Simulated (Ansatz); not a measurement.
# Calculations on C₃H₇NO

Part 1: Relaxation

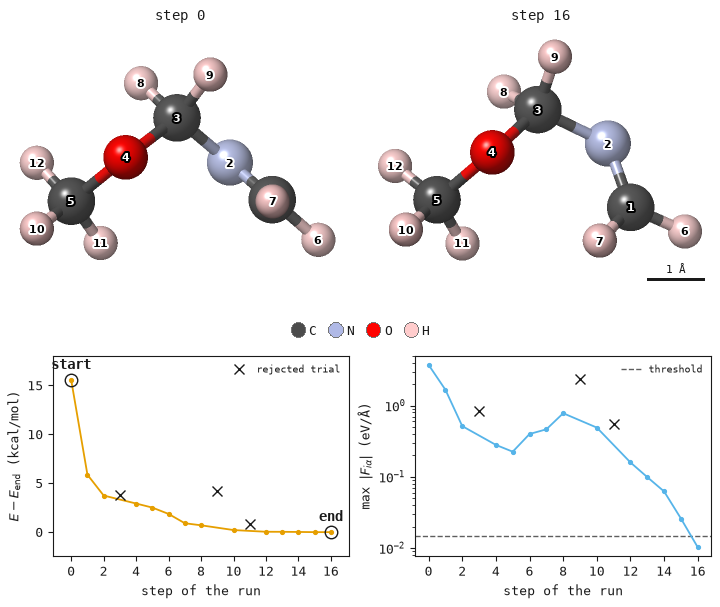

First and last geometry of a relaxation of C₃H₇NO, with the history of the run. Style: ball-and-stick. Shown face on.

The run prepares an end point of a later path (torsion) calculation, from a guessed geometry.

Computed with Ansatz 0.2.0, RKS revPBE/def2-SVP.

The input:
```yaml
crystal:
  periodic: [false, false, false]
  atoms:
    - { symbol: C, position_ang: [-1.0898, 1.3976, 0.7392] }
    - { symbol: "N", position_ang: [-1.2671, 0.1637, 0.6279] }
    - { symbol: C, position_ang: [-0.0285, -0.5321, 0.8362] }
    - { symbol: O, position_ang: [1.1553, -0.1877, -0.0279] }
    - { symbol: C, position_ang: [0.8488, -0.678, -1.3622] }
    - { symbol: H, position_ang: [-2.0174, 2.106, 0.5806] }
    - { symbol: H, position_ang: [-0.1577, 1.9533, 0.9573] }
    - { symbol: H, position_ang: [-0.1379, -1.5972, 0.792] }
    - { symbol: H, position_ang: [0.353, -0.3249, 1.9161] }
    - { symbol: H, position_ang: [1.7098, -0.3988, -1.9385] }
    - { symbol: H, position_ang: [-0.0555, -0.2045, -1.752] }
    - { symbol: H, position_ang: [0.7639, -1.7524, -1.3348] }
basis:
  gaussian: { orbitals: def2-SVP }
hamiltonian:
  xc: revpbe
relax:
  f_tol: 0.015
  max_steps: 40
```

Run as
```bash
ansatz run input.yaml --threads 2 --pin off --max-ram 3072MiB --backend cpu --events-out ev --progress --plain --runs-dir out
```

Q: Did the run converge, and what did it change?

A: It converged. H7 moves most after the best rigid fit: 0.96 Å. Largest moves by element: H 0.96 Å, N 0.54 Å, O 0.16 Å, C 0.15 Å. Near-neighbour distances that change, for instance: C3–O4 1.506 → 1.420 Å, C1–H6 1.178 → 1.109 Å, C3–H9 1.164 → 1.114 Å, C3–H8 1.072 → 1.117 Å. Among the angles between lasting bonds that change: C1–N2–C3 110.0° → 120.1°, C3–O4–C5 106.5° → 114.7°, N2–C3–H8 112.8° → 107.0°. Groups turn about N2–C3 by about 50°, C3–O4 by about 20°. After 13 accepted moves (16 points after the start) the energy has fallen by 15.6 kcal/mol. Largest force component: 3.7 eV/Å at the start, 0.01 eV/Å at the end. The line search rejected the trial steps at points 3, 9, 11 of the run. Cost: 28 s on 2 threads of Arm Neoverse V2, with other jobs on the host, peak memory 0.14 GiB.

```json
{"step": "0", "E − E(0), kcal/mol": "0.00", "largest force component, eV/Å": "3.7247", "note": ""}
{"step": "1", "E − E(0), kcal/mol": "-9.68", "largest force component, eV/Å": "1.6646", "note": ""}
{"step": "2", "E − E(0), kcal/mol": "-11.81", "largest force component, eV/Å": "0.5146", "note": ""}
{"step": "3", "E − E(0), kcal/mol": "-11.71", "largest force component, eV/Å": "0.8376", "note": "rejected"}
{"step": "4", "E − E(0), kcal/mol": "-12.63", "largest force component, eV/Å": "0.2803", "note": ""}
{"step": "5", "E − E(0), kcal/mol": "-13.04", "largest force component, eV/Å": "0.2251", "note": ""}
{"step": "6", "E − E(0), kcal/mol": "-13.69", "largest force component, eV/Å": "0.3988", "note": ""}
{"step": "7", "E − E(0), kcal/mol": "-14.64", "largest force component, eV/Å": "0.4642", "note": ""}
{"step": "8", "E − E(0), kcal/mol": "-14.85", "largest force component, eV/Å": "0.7803", "note": ""}
{"step": "9", "E − E(0), kcal/mol": "-11.34", "largest force component, eV/Å": "2.3235", "note": "rejected"}
{"step": "10", "E − E(0), kcal/mol": "-15.34", "largest force component, eV/Å": "0.4903", "note": ""}
{"step": "11", "E − E(0), kcal/mol": "-14.76", "largest force component, eV/Å": "0.5497", "note": "rejected"}
{"step": "12", "E − E(0), kcal/mol": "-15.52", "largest force component, eV/Å": "0.1589", "note": ""}
{"step": "13", "E − E(0), kcal/mol": "-15.52", "largest force component, eV/Å": "0.0989", "note": ""}
{"step": "14", "E − E(0), kcal/mol": "-15.54", "largest force component, eV/Å": "0.0622", "note": ""}
{"step": "15", "E − E(0), kcal/mol": "-15.55", "largest force component, eV/Å": "0.0259", "note": ""}
{"step": "16", "E − E(0), kcal/mol": "-15.55", "largest force component, eV/Å": "0.0102", "note": ""}
```

Part 2: Relaxation

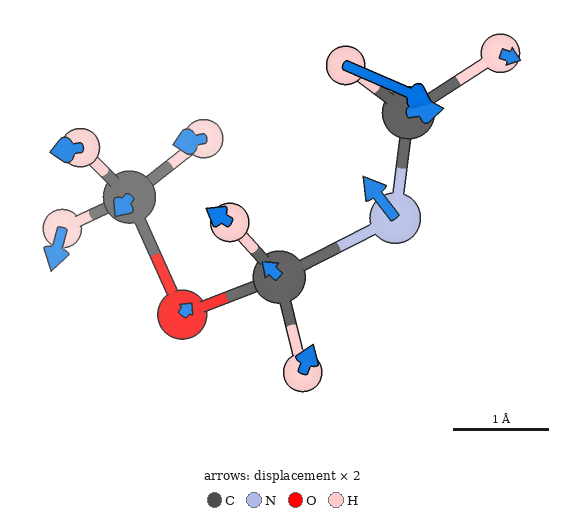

This is a relaxation of C₃H₇NO. The starting structure is drawn; blue arrows show the displacements, 2 times their true length. The two geometries are superimposed by the best rigid fit.

Style: ball-and-stick. Shown at a tilt.

The run prepares an end point of a later path (torsion) calculation, from a guessed geometry.

Method: RKS revPBE/def2-SVP (Ansatz). Settings: no spin polarisation; force threshold 0.015 eV/Å; at most 40 steps.

**Describe the change and its energy.**

The energy falls by 58.6 kJ/mol in 13 accepted moves (15 points after the start). Largest force component: 4.1 eV/Å at the start, 0.0071 eV/Å at the end. The line search rejected the trial steps at points 9, 11 of the run. The largest move after the best rigid fit is that of an H atom, 0.63 Å. Largest moves by element: H 0.63 Å, N 0.29 Å, C 0.22 Å, O 0.09 Å. Some distances before and after: C–O 1.506 → 1.405 Å, C–H 1.178 → 1.109 Å, C–H 1.072 → 1.127 Å, C–H 1.073 → 1.108 Å. Among the angles between lasting bonds that change: C–N–C 110.0° → 118.4°, C–O–C 106.5° → 114.0°, N–C–O 119.0° → 112.8°. Groups turn about C–N by about 25°.

Part 3: Path

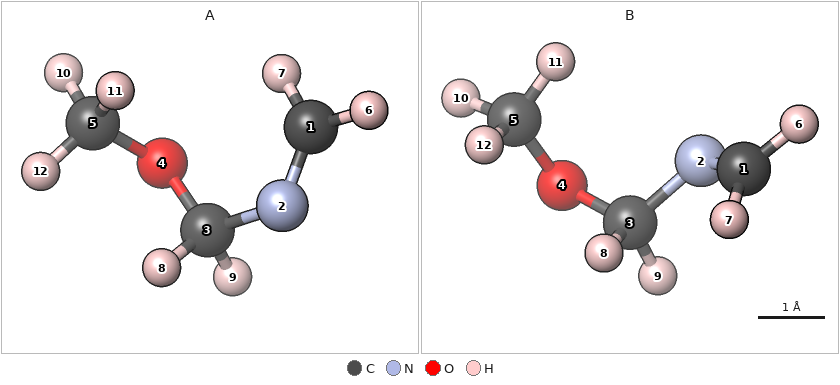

The two relaxed end points of a path for C3H7NO. A ball-and-stick model, seen from a free direction.

The calculation used Ansatz, RKS revPBE/def2-SVP.

Input
```yaml
crystal:
  periodic: [false, false, false]
  atoms:
    - { symbol: C, position_ang: [-1.117028, 1.453451, 0.61602] }
    - { symbol: "N", position_ang: [-1.13796, 0.283223, 1.13047] }
    - { symbol: C, position_ang: [-0.003076, -0.608643, 0.958329] }
    - { symbol: O, position_ang: [1.05409, -0.200936, 0.101791] }
    - { symbol: C, position_ang: [0.894203, -0.578287, -1.26054] }
    - { symbol: H, position_ang: [-1.986156, 2.122483, 0.779726] }
    - { symbol: H, position_ang: [-0.268409, 1.855735, 0.015787] }
    - { symbol: H, position_ang: [-0.411094, -1.600115, 0.643371] }
    - { symbol: H, position_ang: [0.441082, -0.747418, 1.969987] }
    - { symbol: H, position_ang: [1.779295, -0.20101, -1.810351] }
    - { symbol: H, position_ang: [-0.020362, -0.145859, -1.729613] }
    - { symbol: H, position_ang: [0.852314, -1.687622, -1.381077] }
basis:
  gaussian: { orbitals: def2-SVP }
hamiltonian:
  xc: revpbe
neb:
  order_check: false
  images: 7
  f_tol: 0.05
  max_iterations: 60
  initial_path: idpp
  final_atoms:
    - { symbol: C, position_ang: [-1.44174553, 1.31097969, 0.78088373] }
    - { symbol: "N", position_ang: [-0.20068788, 1.03431855, 0.66780181] }
    - { symbol: C, position_ang: [0.21949025, -0.35674281, 0.83565057] }
    - { symbol: O, position_ang: [1.34466956, -0.68261546, 0.06061038] }
    - { symbol: C, position_ang: [1.10247379, -0.67599699, -1.33830487] }
    - { symbol: H, position_ang: [-1.77545081, 2.36527209, 0.69177948] }
    - { symbol: H, position_ang: [-2.24315354, 0.55100805, 0.97261546] }
    - { symbol: H, position_ang: [-0.62719976, -1.07492855, 0.64047607] }
    - { symbol: H, position_ang: [0.54067425, -0.47953047, 1.89377491] }
    - { symbol: H, position_ang: [2.04040887, -0.99693089, -1.83261733] }
    - { symbol: H, position_ang: [0.82933748, 0.33721055, -1.71338738] }
    - { symbol: H, position_ang: [0.28808232, -1.38704179, -1.62538282] }
```

Command:
```bash
ansatz run input.yaml --threads 2 --pin off --max-ram 3072MiB --backend cpu --events-out ev --progress --plain --runs-dir out
```

**Predict the minimum-energy path and its barrier.**

The energy climbs by 7.6 kcal/mol to image 4 and then falls by 6.0 kcal/mol, so the end point sits at +1.6 kcal/mol. The motion is a rotation about the N2–C3 bond by about 155°. No bond forms or breaks between the ends. Among the angles between lasting bonds that change up to the highest image: C3–O4–C5 114.7° → 118.0°, N2–C3–O4 118.4° → 116.4°. The band converged in 12 iterations. The largest component of the band force went from 1.7 to 0.042 eV/Å. The climbing image converged on the top of the path. Its vibrational analysis gives one imaginary mode (231i cm⁻¹), as a transition state must have.

Energies of the converged images:

| image | path (Å) | E (kcal/mol) |
| --- | --- | --- |
| 0 | 0.00 | 0.0 |
| 1 | 0.62 | 0.3 |
| 2 | 1.24 | 1.9 |
| 3 | 1.85 | 5.5 |
| 4 | 2.47 | 7.6 |
| 5 | 3.10 | 5.6 |
| 6 | 3.73 | 3.1 |
| 7 | 4.36 | 1.9 |
| 8 | 4.99 | 1.6 |

The geometry at the top of the path:

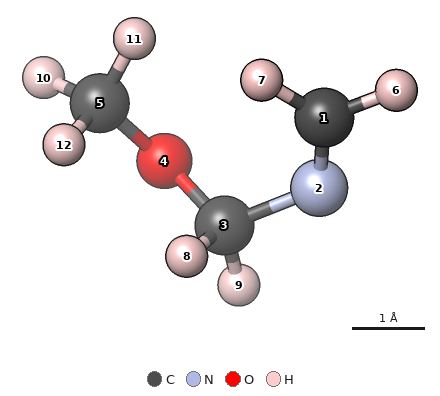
